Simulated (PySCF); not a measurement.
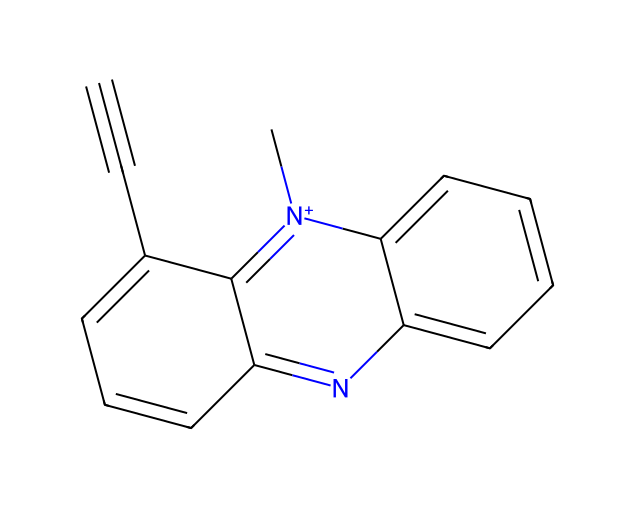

2D structure. The species has charge +1 and is a spin singlet.

Give its SMILES.

C#Cc1cccc2nc3ccccc3[n+](C)c12

Give the formula, hydrogens included.

C15H11N2, charge +1.

An optimisation with GFN2-xTB gave a structure of which point group?

C1.

More results for the same structure follow; atom numbers are the same in all pictures, views and colours differ. The geometry was computed by an optimisation with GFN2-xTB. No frequency run is at hand to confirm it as a minimum.

Shape

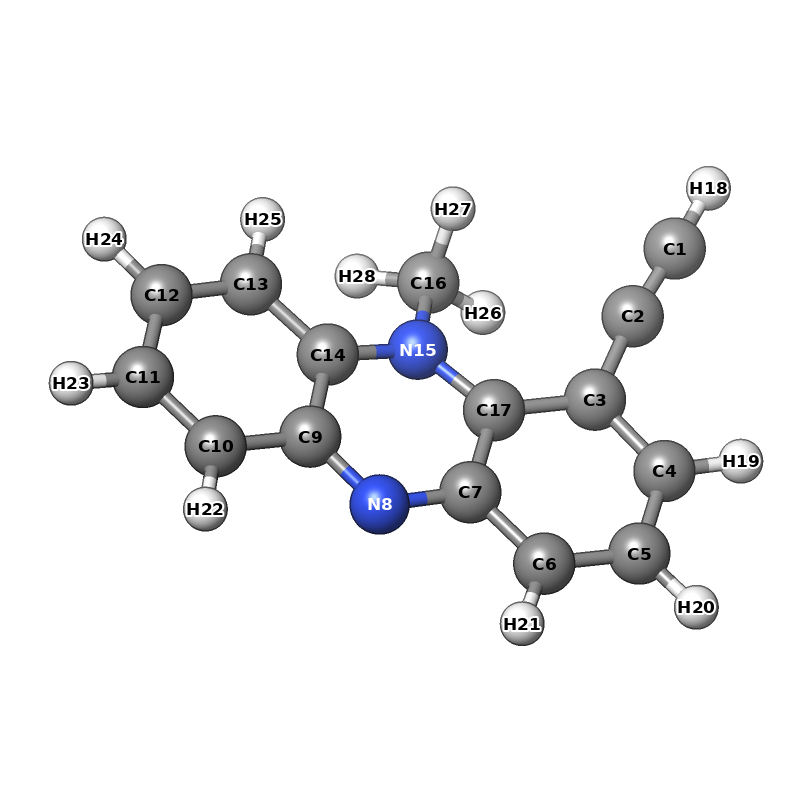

No frequency run is at hand to confirm it as a minimum.

What are the angles C3–C17–C7, C3–C17–N15, C5–C4–H19, C6–C7–C17, C9–C10–H22, C10–C9–C14, C11–C10–H22, C11–C12–H24, C12–C11–H23, C12–C13–C14, C13–C12–H24, N15–C16–H28?

```tsv
angle	degrees
C3–C17–C7	117.8
C3–C17–N15	125.0
C5–C4–H19	119.6
C6–C7–C17	120.3
C9–C10–H22	117.2
C10–C9–C14	119.6
C11–C10–H22	122.7
C11–C12–H24	119.2
C12–C11–H23	119.2
C12–C13–C14	120.1
C13–C12–H24	119.2
N15–C16–H28	109.5
```

NMR shielding

The questions are on isotropic NMR shieldings of the N atoms. No frequency run is at hand to confirm it as a minimum. Level of theory: GIAO KT3/pcSseg-1 NMR shielding, non-relativistic, gas phase (PySCF 2.14.0).

List the isotropic NMR shieldings of the N atoms.

```
atom  σ (ppm)
  N8   −122.9
 N15     74.8
```

Charges

The questions are on IAO charges. No frequency run is at hand to confirm it as a minimum. Properties computed with B3LYP/def2-SVP, gas phase (PySCF 2.14.0).

List the IAO charges.

```json
{"atom": "C1", "value (e)": "−0.16"}
{"atom": "C2", "value (e)": "−0.06"}
{"atom": "C3", "value (e)": "−0.03"}
{"atom": "C4", "value (e)": "−0.06"}
{"atom": "C5", "value (e)": "−0.12"}
{"atom": "C6", "value (e)": "−0.10"}
{"atom": "C7", "value (e)": "0.12"}
{"atom": "N8", "value (e)": "−0.18"}
{"atom": "C9", "value (e)": "0.12"}
{"atom": "C10", "value (e)": "−0.10"}
{"atom": "C11", "value (e)": "−0.11"}
{"atom": "C12", "value (e)": "−0.07"}
{"atom": "C13", "value (e)": "−0.17"}
{"atom": "C14", "value (e)": "0.10"}
{"atom": "N15", "value (e)": "0.01"}
{"atom": "C16", "value (e)": "−0.30"}
{"atom": "C17", "value (e)": "0.11"}
{"atom": "H18", "value (e)": "0.21"}
{"atom": "H19", "value (e)": "0.19"}
{"atom": "H20", "value (e)": "0.18"}
{"atom": "H21", "value (e)": "0.19"}
{"atom": "H22", "value (e)": "0.19"}
{"atom": "H23", "value (e)": "0.18"}
{"atom": "H24", "value (e)": "0.18"}
{"atom": "H25", "value (e)": "0.17"}
{"atom": "H26", "value (e)": "0.19"}
{"atom": "H27", "value (e)": "0.18"}
{"atom": "H28", "value (e)": "0.17"}
```

Polarisability

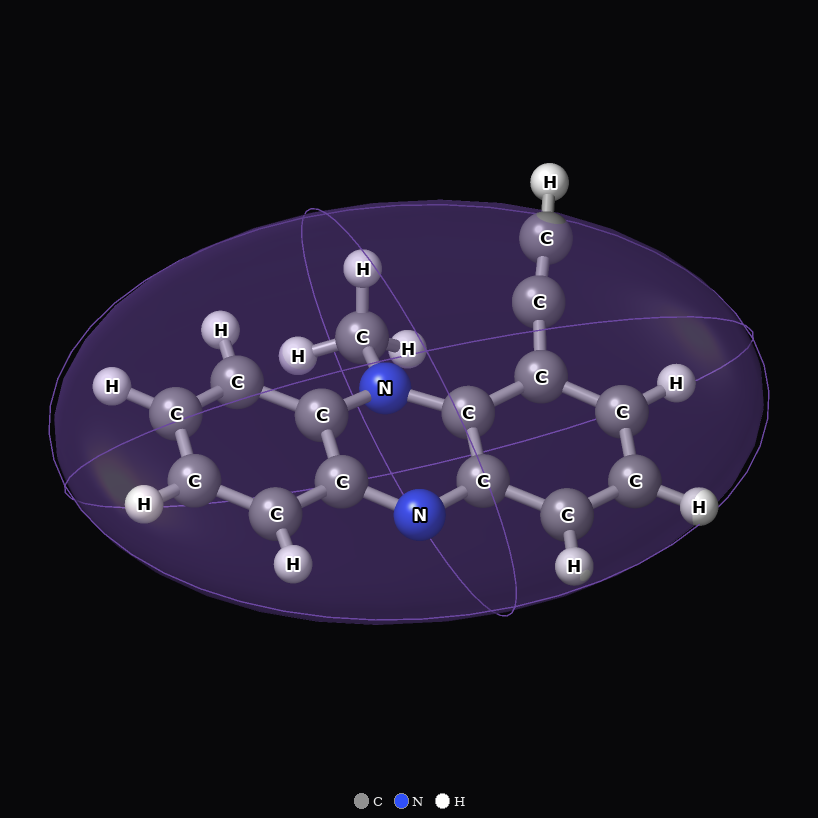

The ellipsoid shows the static dipole polarisability: its half-axes are proportional to the principal values. No frequency run is at hand to confirm it as a minimum. Computed with B3LYP/def2-SVP (PySCF 2.14.0).

Give the principal values, the mean and the anisotropy.

Principal values 71.2, 200.9, 290.6 bohr³; mean 187.5 bohr³ (27.79 Å³); anisotropy 191.1 bohr³, so the longest axis is 4.08 times the shortest.
